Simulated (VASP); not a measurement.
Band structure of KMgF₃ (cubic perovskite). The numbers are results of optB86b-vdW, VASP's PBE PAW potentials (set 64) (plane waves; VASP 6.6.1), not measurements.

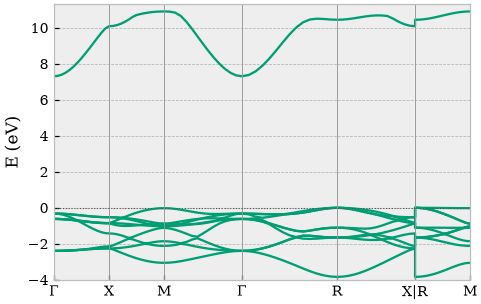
Fig. 1. Bands along high-symmetry lines, zero at the valence-band maximum or, without a gap, the Fermi level

Problem. Read the plot: is there a gap, and where are the band edges?

Solution. The gap is indirect, 7.31 eV, from the valence maximum at R to the conduction minimum at Γ. (Edges off the drawn lines would not show.)

Measured: gap 12.40 eV (computed value off by -5.09 eV), as given by M. Sahnoun et al., Materials Chemistry and Physics (2004), doi:10.1016/j.matchemphys.2004.11.019.

The compound is KMgF3 in the cubic perovskite structure. It was relaxed first.
